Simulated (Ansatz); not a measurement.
**CHBrSi: molecular dynamics (part 1 of 4)**

CHBrSi, computed with UKS B3LYP/def2-SVP (Ansatz 0.2.0).

It belongs to a series of runs on one base structure; here: dynamics from the highest image of the converged band. Figures and captions count atoms from 1; the log counts them from 0 in places.

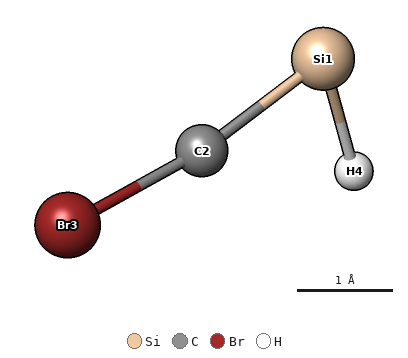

**Figure 1.** The structure as given in the input (ball-and-stick view, seen at an oblique angle; atoms are numbered from 1 in the order of the input). Bond lengths as drawn: Br–C 1.80 Å, C–Si 1.70 Å and H–Si 1.53 Å.

Key numbers

| quantity | value |
| --- | --- |
| outcome | finished |
| mean temperature over the second half | 2460 K |
| trajectory | 200 steps, 100 fs |
| ensemble | nve |
| temperature in the input | 100.0 K |
| time step | 0.5 fs |
| potential energy (last step) | −78963.5495 eV |
| mean-field energy (last step) | −78963.5495 eV |
| largest force (length of the vector) (last step) | 1.975 eV/Å |
| hardware | 2 threads of Arm Neoverse V1, 24 GiB of memory available, shared host |
| wall time | 6 min (CPU time 12 min) |
| peak memory | 0.2 GiB |

So short a trajectory is not equilibrated.

Input
```yaml
crystal:
  periodic: [false, false, false]
  atoms:
    - { symbol: Si, position_ang: [-0.584491, 1.206438, -0.217255] }
    - { symbol: C, position_ang: [0.357389, -0.108222, 0.308707] }
    - { symbol: Br, position_ang: [1.486826, -1.292296, 1.049039] }
    - { symbol: H, position_ang: [-1.259722, 0.194081, -1.14048] }
magnetization:
  spin_polarized: true
basis:
  gaussian: { orbitals: def2-SVP }
hamiltonian:
  xc: b3lyp
md:
  timestep: 0.5
  n_steps: 200
  ensemble: nve
  temperature: 100.0
  initial_velocities: maxwell_boltzmann
  seed: 13105
```

Run as:
```bash
ansatz run input.yaml --threads 2 --pin off --max-ram 3072MiB --backend cpu --events-out ev --progress --plain --runs-dir out
```

What the program printed
```
Engine: ansatz 0.2.0, aarch64-unknown-linux-gnu
Functional definition: B3LYP
  parameter a0 = 0.2
  parameter ax = 0.72
  parameter ac = 0.81
  exchange = (1 - a0 - ax)*slater_x + ax*b88_x + a0*exact_x
  correlation = (1 - ac)*vwn_rpa_c + ac*lyp_c
716 factors; integrals over basis functions are off by at most 3.3e-4 eV
mean field evaluation 1: about -78957.8251 eV, gradient 3.0e1 eV
mean field evaluation 2: about -78936.1241 eV, gradient 6.0e1 eV
mean field evaluation 4: about -78962.4630 eV, gradient 6.0e0 eV
mean field evaluation 8: about -78962.7031 eV, gradient 1.1e-1 eV
mean field evaluation 16: about -78962.7031 eV, gradient 7.3e-6 eV
mean field -78962.70314637 eV, -2901.8258177866 hartree, gradient 7.3e-6 eV, S^2 0.000000; 2 other end points of the search recorded, 0 dependent functions left out
the calculation of the forces begins
reference -78962.70336028 eV, -2901.8258256475 hartree; 28, 28 occupied and 41, 41 virtual orbitals, 716 factors
md step     0: t =     0.00 fs  T =   100.0 K  F+E_penalty+E_count = -78962.70314637 eV  E_kin = 0.025852 eV  conserved = -78962.67729437 eV  (69 SCF iters)
these checks for a lower state are left out or cut short: starts, cluster_reference, orbital_swaps, neighbouring_geometries, increment
716 factors; integrals over basis functions are off by at most 3.3e-4 eV
mean field -78962.70288096 eV, -2901.8258080331 hartree, gradient 2.6e-5 eV, S^2 0.000000; 0 other end points of the search recorded, 0 dependent functions left out
the calculation of the forces begins
reference -78962.70309476 eV, -2901.8258158898 hartree; 28, 28 occupied and 41, 41 virtual orbitals, 716 factors
md step     1: t =     0.50 fs  T =    99.0 K  F+E_penalty+E_count = -78962.70288096 eV  E_kin = 0.025589 eV  conserved = -78962.67729236 eV  (35 SCF iters)
[... from here on the SCF iterations and repeated set-up lines of each step are left out, up to the last step ...]
md step     2: t =     1.00 fs  T =    96.0 K  F+E_penalty+E_count = -78962.70211356 eV  E_kin = 0.024828 eV  conserved = -78962.67728597 eV  (36 SCF iters)
md step     3: t =     1.50 fs  T =    91.6 K  F+E_penalty+E_count = -78962.70094712 eV  E_kin = 0.023671 eV  conserved = -78962.67727588 eV  (47 SCF iters)
md step     4: t =     2.00 fs  T =    86.2 K  F+E_penalty+E_count = -78962.69954188 eV  E_kin = 0.022278 eV  conserved = -78962.67726360 eV  (35 SCF iters)
md step     5: t =     2.50 fs  T =    80.6 K  F+E_penalty+E_count = -78962.69809142 eV  E_kin = 0.020841 eV  conserved = -78962.67725067 eV  (33 SCF iters)
md step     6: t =     3.00 fs  T =    75.6 K  F+E_penalty+E_count = -78962.69679373 eV  E_kin = 0.019554 eV  conserved = -78962.67724003 eV  (35 SCF iters)
md step     7: t =     3.50 fs  T =    71.9 K  F+E_penalty+E_count = -78962.69581570 eV  E_kin = 0.018583 eV  conserved = -78962.67723310 eV  (46 SCF iters)
md step     8: t =     4.00 fs  T =    69.8 K  F+E_penalty+E_count = -78962.69526609 eV  E_kin = 0.018035 eV  conserved = -78962.67723106 eV  (38 SCF iters)
md step     9: t =     4.50 fs  T =    69.4 K  F+E_penalty+E_count = -78962.69517664 eV  E_kin = 0.017942 eV  conserved = -78962.67723419 eV  (36 SCF iters)
md step    10: t =     5.00 fs  T =    70.6 K  F+E_penalty+E_count = -78962.69549818 eV  E_kin = 0.018256 eV  conserved = -78962.67724221 eV  (34 SCF iters)
md step    11: t =     5.50 fs  T =    72.9 K  F+E_penalty+E_count = -78962.69610958 eV  E_kin = 0.018857 eV  conserved = -78962.67725280 eV  (34 SCF iters)
md step    12: t =     6.00 fs  T =    75.7 K  F+E_penalty+E_count = -78962.69684329 eV  E_kin = 0.019579 eV  conserved = -78962.67726443 eV  (34 SCF iters)
md step    13: t =     6.50 fs  T =    78.3 K  F+E_penalty+E_count = -78962.69751391 eV  E_kin = 0.020239 eV  conserved = -78962.67727513 eV  (35 SCF iters)
md step    14: t =     7.00 fs  T =    79.9 K  F+E_penalty+E_count = -78962.69794981 eV  E_kin = 0.020667 eV  conserved = -78962.67728318 eV  (37 SCF iters)
md step    15: t =     7.50 fs  T =    80.2 K  F+E_penalty+E_count = -78962.69801978 eV  E_kin = 0.020732 eV  conserved = -78962.67728753 eV  (34 SCF iters)
md step    16: t =     8.00 fs  T =    78.8 K  F+E_penalty+E_count = -78962.69765065 eV  E_kin = 0.020363 eV  conserved = -78962.67728773 eV  (35 SCF iters)
md step    17: t =     8.50 fs  T =    75.6 K  F+E_penalty+E_count = -78962.69683435 eV  E_kin = 0.019551 eV  conserved = -78962.67728382 eV  (36 SCF iters)
md step    18: t =     9.00 fs  T =    71.0 K  F+E_penalty+E_count = -78962.69562568 eV  E_kin = 0.018349 eV  conserved = -78962.67727693 eV  (35 SCF iters)
md step    19: t =     9.50 fs  T =    65.2 K  F+E_penalty+E_count = -78962.69412986 eV  E_kin = 0.016862 eV  conserved = -78962.67726794 eV  (35 SCF iters)
md step    20: t =    10.00 fs  T =    58.9 K  F+E_penalty+E_count = -78962.69248671 eV  E_kin = 0.015229 eV  conserved = -78962.67725811 eV  (34 SCF iters)
md step    21: t =    10.50 fs  T =    52.6 K  F+E_penalty+E_count = -78962.69085107 eV  E_kin = 0.013603 eV  conserved = -78962.67724854 eV  (35 SCF iters)
md step    22: t =    11.00 fs  T =    46.9 K  F+E_penalty+E_count = -78962.68937394 eV  E_kin = 0.012134 eV  conserved = -78962.67724032 eV  (34 SCF iters)
md step    23: t =    11.50 fs  T =    42.4 K  F+E_penalty+E_count = -78962.68818531 eV  E_kin = 0.010951 eV  conserved = -78962.67723430 eV  (35 SCF iters)
md step    24: t =    12.00 fs  T =    39.3 K  F+E_penalty+E_count = -78962.68738066 eV  E_kin = 0.010150 eV  conserved = -78962.67723102 eV  (35 SCF iters)
md step    25: t =    12.50 fs  T =    37.8 K  F+E_penalty+E_count = -78962.68701189 eV  E_kin = 0.009781 eV  conserved = -78962.67723075 eV  (35 SCF iters)
md step    26: t =    13.00 fs  T =    38.1 K  F+E_penalty+E_count = -78962.68708301 eV  E_kin = 0.009850 eV  conserved = -78962.67723344 eV  (34 SCF iters)
md step    27: t =    13.50 fs  T =    39.9 K  F+E_penalty+E_count = -78962.68755071 eV  E_kin = 0.010312 eV  conserved = -78962.67723875 eV  (33 SCF iters)
md step    28: t =    14.00 fs  T =    42.9 K  F+E_penalty+E_count = -78962.68832978 eV  E_kin = 0.011084 eV  conserved = -78962.67724609 eV  (35 SCF iters)
md step    29: t =    14.50 fs  T =    46.6 K  F+E_penalty+E_count = -78962.68930291 eV  E_kin = 0.012048 eV  conserved = -78962.67725460 eV  (36 SCF iters)
md step    30: t =    15.00 fs  T =    50.6 K  F+E_penalty+E_count = -78962.69033424 eV  E_kin = 0.013071 eV  conserved = -78962.67726330 eV  (35 SCF iters)
md step    31: t =    15.50 fs  T =    54.2 K  F+E_penalty+E_count = -78962.69128553 eV  E_kin = 0.014015 eV  conserved = -78962.67727098 eV  (33 SCF iters)
md step    32: t =    16.00 fs  T =    57.1 K  F+E_penalty+E_count = -78962.69203418 eV  E_kin = 0.014757 eV  conserved = -78962.67727670 eV  (32 SCF iters)
md step    33: t =    16.50 fs  T =    58.8 K  F+E_penalty+E_count = -78962.69248996 eV  E_kin = 0.015210 eV  conserved = -78962.67727946 eV  (36 SCF iters)
md step    34: t =    17.00 fs  T =    59.3 K  F+E_penalty+E_count = -78962.69260957 eV  E_kin = 0.015331 eV  conserved = -78962.67727868 eV  (33 SCF iters)
md step    35: t =    17.50 fs  T =    58.5 K  F+E_penalty+E_count = -78962.69240590 eV  E_kin = 0.015132 eV  conserved = -78962.67727421 eV  (34 SCF iters)
md step    36: t =    18.00 fs  T =    56.8 K  F+E_penalty+E_count = -78962.69195039 eV  E_kin = 0.014684 eV  conserved = -78962.67726672 eV  (33 SCF iters)
md step    37: t =    18.50 fs  T =    54.6 K  F+E_penalty+E_count = -78962.69136539 eV  E_kin = 0.014109 eV  conserved = -78962.67725658 eV  (33 SCF iters)
md step    38: t =    19.00 fs  T =    52.5 K  F+E_penalty+E_count = -78962.69081089 eV  E_kin = 0.013565 eV  conserved = -78962.67724547 eV  (48 SCF iters)
md step    39: t =    19.50 fs  T =    51.2 K  F+E_penalty+E_count = -78962.69046141 eV  E_kin = 0.013226 eV  conserved = -78962.67723504 eV  (31 SCF iters)
md step    40: t =    20.00 fs  T =    51.3 K  F+E_penalty+E_count = -78962.69048052 eV  E_kin = 0.013254 eV  conserved = -78962.67722683 eV  (32 SCF iters)
md step    41: t =    20.50 fs  T =    53.3 K  F+E_penalty+E_count = -78962.69099601 eV  E_kin = 0.013774 eV  conserved = -78962.67722219 eV  (33 SCF iters)
md step    42: t =    21.00 fs  T =    57.5 K  F+E_penalty+E_count = -78962.69208006 eV  E_kin = 0.014858 eV  conserved = -78962.67722175 eV  (32 SCF iters)
md step    43: t =    21.50 fs  T =    63.9 K  F+E_penalty+E_count = -78962.69373908 eV  E_kin = 0.016514 eV  conserved = -78962.67722544 eV  (32 SCF iters)
md step    44: t =    22.00 fs  T =    72.3 K  F+E_penalty+E_count = -78962.69591477 eV  E_kin = 0.018682 eV  conserved = -78962.67723247 eV  (32 SCF iters)
md step    45: t =    22.50 fs  T =    82.2 K  F+E_penalty+E_count = -78962.69849621 eV  E_kin = 0.021255 eV  conserved = -78962.67724153 eV  (32 SCF iters)
md step    46: t =    23.00 fs  T =    93.2 K  F+E_penalty+E_count = -78962.70134052 eV  E_kin = 0.024090 eV  conserved = -78962.67725101 eV  (33 SCF iters)
md step    47: t =    23.50 fs  T =   104.6 K  F+E_penalty+E_count = -78962.70429775 eV  E_kin = 0.027039 eV  conserved = -78962.67725913 eV  (32 SCF iters)
md step    48: t =    24.00 fs  T =   115.9 K  F+E_penalty+E_count = -78962.70723650 eV  E_kin = 0.029972 eV  conserved = -78962.67726500 eV  (33 SCF iters)
md step    49: t =    24.50 fs  T =   126.9 K  F+E_penalty+E_count = -78962.71006337 eV  E_kin = 0.032796 eV  conserved = -78962.67726754 eV  (31 SCF iters)
md step    50: t =    25.00 fs  T =   137.2 K  F+E_penalty+E_count = -78962.71273760 eV  E_kin = 0.035471 eV  conserved = -78962.67726648 eV  (33 SCF iters)
md step    51: t =    25.50 fs  T =   147.0 K  F+E_penalty+E_count = -78962.71527631 eV  E_kin = 0.038015 eV  conserved = -78962.67726176 eV  (34 SCF iters)
md step    52: t =    26.00 fs  T =   156.7 K  F+E_penalty+E_count = -78962.71775329 eV  E_kin = 0.040499 eV  conserved = -78962.67725413 eV  (34 SCF iters)
md step    53: t =    26.50 fs  T =   166.5 K  F+E_penalty+E_count = -78962.72029035 eV  E_kin = 0.043046 eV  conserved = -78962.67724426 eV  (32 SCF iters)
md step    54: t =    27.00 fs  T =   177.2 K  F+E_penalty+E_count = -78962.72304584 eV  E_kin = 0.045813 eV  conserved = -78962.67723300 eV  (32 SCF iters)
md step    55: t =    27.50 fs  T =   189.5 K  F+E_penalty+E_count = -78962.72620088 eV  E_kin = 0.048980 eV  conserved = -78962.67722115 eV  (33 SCF iters)
md step    56: t =    28.00 fs  T =   204.0 K  F+E_penalty+E_count = -78962.72994602 eV  E_kin = 0.052737 eV  conserved = -78962.67720943 eV  (32 SCF iters)
md step    57: t =    28.50 fs  T =   221.5 K  F+E_penalty+E_count = -78962.73446976 eV  E_kin = 0.057271 eV  conserved = -78962.67719832 eV  (32 SCF iters)
md step    58: t =    29.00 fs  T =   242.8 K  F+E_penalty+E_count = -78962.73995025 eV  E_kin = 0.062762 eV  conserved = -78962.67718806 eV  (32 SCF iters)
md step    59: t =    29.50 fs  T =   268.3 K  F+E_penalty+E_count = -78962.74655089 eV  E_kin = 0.069372 eV  conserved = -78962.67717861 eV  (32 SCF iters)
md step    60: t =    30.00 fs  T =   298.8 K  F+E_penalty+E_count = -78962.75442045 eV  E_kin = 0.077251 eV  conserved = -78962.67716963 eV  (32 SCF iters)
md step    61: t =    30.50 fs  T =   334.7 K  F+E_penalty+E_count = -78962.76369783 eV  E_kin = 0.086537 eV  conserved = -78962.67716045 eV  (32 SCF iters)
md step    62: t =    31.00 fs  T =   376.7 K  F+E_penalty+E_count = -78962.77452186 eV  E_kin = 0.097372 eV  conserved = -78962.67715013 eV  (31 SCF iters)
md step    63: t =    31.50 fs  T =   425.1 K  F+E_penalty+E_count = -78962.78704555 eV  E_kin = 0.109908 eV  conserved = -78962.67713744 eV  (31 SCF iters)
md step    64: t =    32.00 fs  T =   480.9 K  F+E_penalty+E_count = -78962.80145503 eV  E_kin = 0.124334 eV  conserved = -78962.67712094 eV  (31 SCF iters)
md step    65: t =    32.50 fs  T =   545.0 K  F+E_penalty+E_count = -78962.81799207 eV  E_kin = 0.140893 eV  conserved = -78962.67709884 eV  (31 SCF iters)
md step    66: t =    33.00 fs  T =   618.6 K  F+E_penalty+E_count = -78962.83698029 eV  E_kin = 0.159911 eV  conserved = -78962.67706965 eV  (31 SCF iters)
md step    67: t =    33.50 fs  T =   703.3 K  F+E_penalty+E_count = -78962.85885135 eV  E_kin = 0.181820 eV  conserved = -78962.67703140 eV  (30 SCF iters)
md step    68: t =    34.00 fs  T =   801.4 K  F+E_penalty+E_count = -78962.88417327 eV  E_kin = 0.207190 eV  conserved = -78962.67698321 eV  (30 SCF iters)
md step    69: t =    34.50 fs  T =   915.8 K  F+E_penalty+E_count = -78962.91367211 eV  E_kin = 0.236748 eV  conserved = -78962.67692413 eV  (33 SCF iters)
md step    70: t =    35.00 fs  T =  1049.8 K  F+E_penalty+E_count = -78962.94824743 eV  E_kin = 0.271393 eV  conserved = -78962.67685452 eV  (31 SCF iters)
md step    71: t =    35.50 fs  T =  1207.6 K  F+E_penalty+E_count = -78962.98897199 eV  E_kin = 0.312195 eV  conserved = -78962.67677737 eV  (31 SCF iters)
md step    72: t =    36.00 fs  T =  1393.9 K  F+E_penalty+E_count = -78963.03706181 eV  E_kin = 0.360363 eV  conserved = -78962.67669894 eV  (31 SCF iters)
md step    73: t =    36.50 fs  T =  1613.7 K  F+E_penalty+E_count = -78963.09379932 eV  E_kin = 0.417169 eV  conserved = -78962.67663053 eV  (31 SCF iters)
md step    74: t =    37.00 fs  T =  1871.4 K  F+E_penalty+E_count = -78963.16037937 eV  E_kin = 0.483786 eV  conserved = -78962.67659364 eV  (30 SCF iters)
md step    75: t =    37.50 fs  T =  2170.0 K  F+E_penalty+E_count = -78963.23762470 eV  E_kin = 0.561001 eV  conserved = -78962.67662346 eV  (30 SCF iters)
md step    76: t =    38.00 fs  T =  2509.4 K  F+E_penalty+E_count = -78963.32551100 eV  E_kin = 0.648738 eV  conserved = -78962.67677346 eV  (30 SCF iters)
md step    77: t =    38.50 fs  T =  2883.0 K  F+E_penalty+E_count = -78963.42243895 eV  E_kin = 0.745322 eV  conserved = -78962.67711695 eV  (29 SCF iters)
md step    78: t =    39.00 fs  T =  3274.4 K  F+E_penalty+E_count = -78963.52423780 eV  E_kin = 0.846501 eV  conserved = -78962.67773722 eV  (29 SCF iters)
md step    79: t =    39.50 fs  T =  3653.0 K  F+E_penalty+E_count = -78963.62305912 eV  E_kin = 0.944370 eV  conserved = -78962.67868916 eV  (29 SCF iters)
md step    80: t =    40.00 fs  T =  3971.9 K  F+E_penalty+E_count = -78963.70672371 eV  E_kin = 1.026808 eV  conserved = -78962.67991579 eV  (30 SCF iters)
md step    81: t =    40.50 fs  T =  4172.2 K  F+E_penalty+E_count = -78963.75971584 eV  E_kin = 1.078595 eV  conserved = -78962.68112127 eV  (30 SCF iters)
md step    82: t =    41.00 fs  T =  4200.3 K  F+E_penalty+E_count = -78963.76755058 eV  E_kin = 1.085858 eV  conserved = -78962.68169285 eV  (31 SCF iters)
md step    83: t =    41.50 fs  T =  4039.8 K  F+E_penalty+E_count = -78963.72530102 eV  E_kin = 1.044370 eV  conserved = -78962.68093152 eV  (30 SCF iters)
md step    84: t =    42.00 fs  T =  3743.8 K  F+E_penalty+E_count = -78963.64663679 eV  E_kin = 0.967848 eV  conserved = -78962.67878834 eV  (29 SCF iters)
md step    85: t =    42.50 fs  T =  3430.1 K  F+E_penalty+E_count = -78963.56329412 eV  E_kin = 0.886752 eV  conserved = -78962.67654210 eV  (30 SCF iters)
md step    86: t =    43.00 fs  T =  3214.2 K  F+E_penalty+E_count = -78963.50695626 eV  E_kin = 0.830922 eV  conserved = -78962.67603391 eV  (30 SCF iters)
md step    87: t =    43.50 fs  T =  3122.0 K  F+E_penalty+E_count = -78963.48473377 eV  E_kin = 0.807089 eV  conserved = -78962.67764444 eV  (30 SCF iters)
md step    88: t =    44.00 fs  T =  3072.8 K  F+E_penalty+E_count = -78963.47420356 eV  E_kin = 0.794374 eV  conserved = -78962.67982920 eV  (30 SCF iters)
md step    89: t =    44.50 fs  T =  2951.3 K  F+E_penalty+E_count = -78963.44391840 eV  E_kin = 0.762961 eV  conserved = -78962.68095695 eV  (29 SCF iters)
md step    90: t =    45.00 fs  T =  2690.2 K  F+E_penalty+E_count = -78963.37615897 eV  E_kin = 0.695482 eV  conserved = -78962.68067704 eV  (30 SCF iters)
md step    91: t =    45.50 fs  T =  2295.9 K  F+E_penalty+E_count = -78963.27310705 eV  E_kin = 0.593538 eV  conserved = -78962.67956875 eV  (32 SCF iters)
md step    92: t =    46.00 fs  T =  1823.2 K  F+E_penalty+E_count = -78963.14964329 eV  E_kin = 0.471345 eV  conserved = -78962.67829849 eV  (30 SCF iters)
md step    93: t =    46.50 fs  T =  1341.1 K  F+E_penalty+E_count = -78963.02394304 eV  E_kin = 0.346702 eV  conserved = -78962.67724066 eV  (31 SCF iters)
md step    94: t =    47.00 fs  T =   909.9 K  F+E_penalty+E_count = -78962.91172617 eV  E_kin = 0.235226 eV  conserved = -78962.67650046 eV  (31 SCF iters)
md step    95: t =    47.50 fs  T =   573.6 K  F+E_penalty+E_count = -78962.82433501 eV  E_kin = 0.148289 eV  conserved = -78962.67604575 eV  (31 SCF iters)
md step    96: t =    48.00 fs  T =   360.2 K  F+E_penalty+E_count = -78962.76892604 eV  E_kin = 0.093118 eV  conserved = -78962.67580851 eV  (29 SCF iters)
md step    97: t =    48.50 fs  T =   284.6 K  F+E_penalty+E_count = -78962.74931598 eV  E_kin = 0.073581 eV  conserved = -78962.67573492 eV  (30 SCF iters)
md step    98: t =    49.00 fs  T =   351.6 K  F+E_penalty+E_count = -78962.76670381 eV  E_kin = 0.090900 eV  conserved = -78962.67580422 eV  (30 SCF iters)
md step    99: t =    49.50 fs  T =   556.7 K  F+E_penalty+E_count = -78962.81995466 eV  E_kin = 0.143921 eV  conserved = -78962.67603369 eV  (32 SCF iters)
md step   100: t =    50.00 fs  T =   885.4 K  F+E_penalty+E_count = -78962.90536356 eV  E_kin = 0.228888 eV  conserved = -78962.67647555 eV  (32 SCF iters)
md step   101: t =    50.50 fs  T =  1310.4 K  F+E_penalty+E_count = -78963.01596039 eV  E_kin = 0.338761 eV  conserved = -78962.67719955 eV  (32 SCF iters)
md step   102: t =    51.00 fs  T =  1788.6 K  F+E_penalty+E_count = -78963.14063655 eV  E_kin = 0.462389 eV  conserved = -78962.67824780 eV  (31 SCF iters)
md step   103: t =    51.50 fs  T =  2260.1 K  F+E_penalty+E_count = -78963.26381262 eV  E_kin = 0.584275 eV  conserved = -78962.67953715 eV  (32 SCF iters)
md step   104: t =    52.00 fs  T =  2654.9 K  F+E_penalty+E_count = -78963.36706612 eV  E_kin = 0.686344 eV  conserved = -78962.68072163 eV  (31 SCF iters)
md step   105: t =    52.50 fs  T =  2914.3 K  F+E_penalty+E_count = -78963.43454713 eV  E_kin = 0.753410 eV  conserved = -78962.68113700 eV  (32 SCF iters)
```
